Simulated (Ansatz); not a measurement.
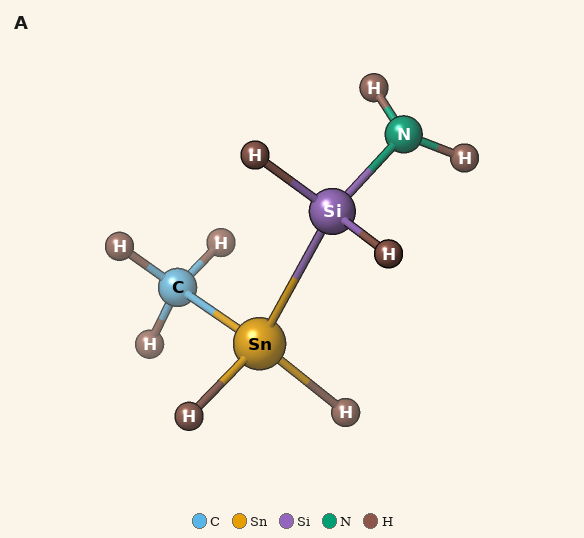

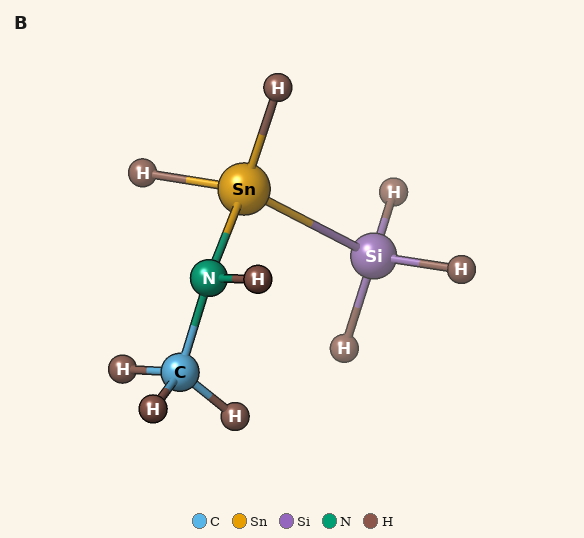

Atoms fade into the background with distance from the viewer. The geometry was computed by an optimisation with PBE0-D4/def2-TZVP. No frequency run is at hand to confirm it as a minimum.

Q: How are A and B related: the same structure turned, mirror images, conformers, diastereomers or constitutional isomers?

A: They are constitutional isomers of CH9NSiSn: A is [CH3][SnH2][SiH2]N, B is C[NH][SnH2][SiH3]
